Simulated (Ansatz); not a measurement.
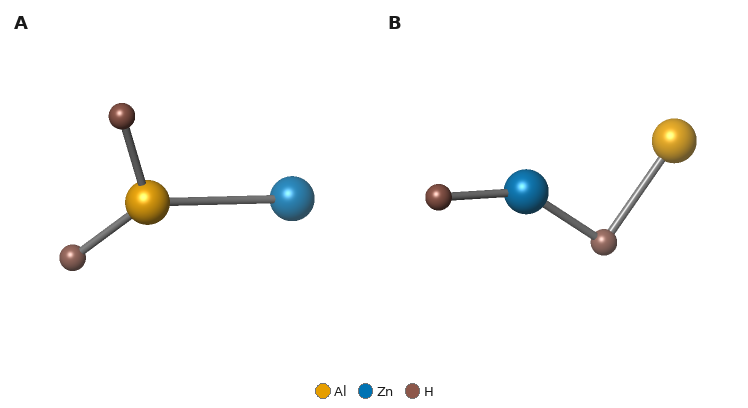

2 stationary structures of one formula. State: neutral, doublet. Geometries: PBE0-D4/def2-TZVP. Electronic energies: UHF-CCSD(T) (frozen core) with 3s3p of Cu, Zn/def2-TZVPP (Ansatz 0.2.0), without zero-point energy. No frequency run is at hand to confirm each as a minimum.

Which is lowest in energy, and by how much?

Answer. A is lowest; B lies 52.9 kJ/mol above it.
